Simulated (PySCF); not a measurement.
PH₃ (phosphine (ph3))

Input

```
{"job": {"kind": "sp", "xc": "wB97X", "basis": "def2-TZVP", "d3": "d3bj", "grid": 2}, "charge": 0, "multiplicity": 1}
P     -0.004510     0.004006     0.573632
H     -0.470088     1.098311    -0.218456
H      1.196971    -0.132058    -0.187607
H     -0.702018    -0.960747    -0.216483
```

Command:

```sh
OMP_NUM_THREADS=1 python redox_run.py task.json out
```

Geometry: PBE0-D3(BJ)/def2-SVP.

These are results of DFT single point, gas phase, functional wB97X (PySCF), not measurements.

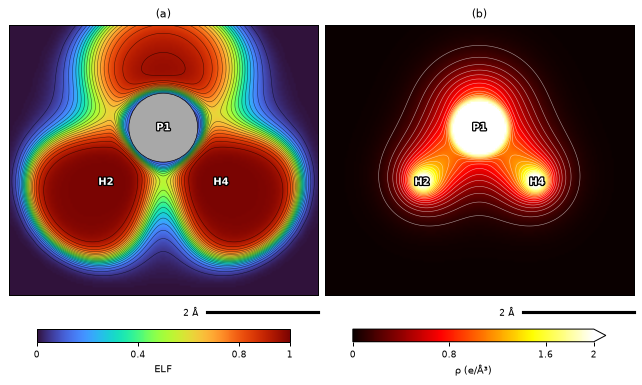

Figure 1. (a) ELF; (b) total electron density on the plane of atoms H2, P1 and H4. Grey discs cover the atomic cores in the ELF map.

Q: What do the fields say about this system?

A: Atoms in the plane: P and H.
P–H (1.43 Å): ρ is about 1.1 e/Å³ halfway; the ELF climbs to about 1 towards the hydrogen, as it does in any bond to H.
The ELF also peaks beside P1, away from the bonds: lone-pair regions.

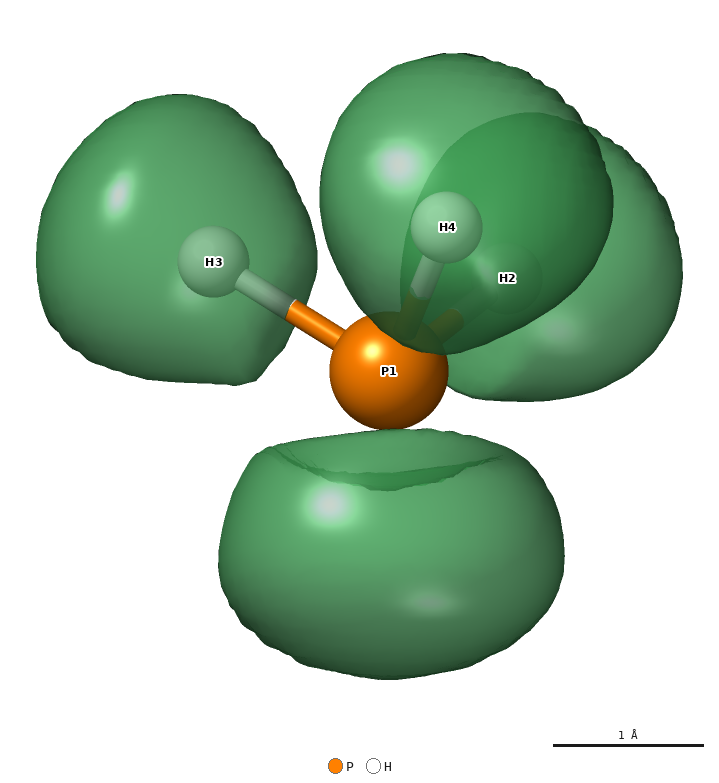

Figure 2. Isosurface of the ELF at 0.85 (green), seen from one side. Only the valence region is drawn (cores and ρ < 0.01 e/Å³ removed).

Q: Identify the bonds, lone pairs and shells in this picture.

A: The ELF exceeds this value in three regions around hydrogen nuclei and one lobe on P, pointing away from the bonds (lone pairs).
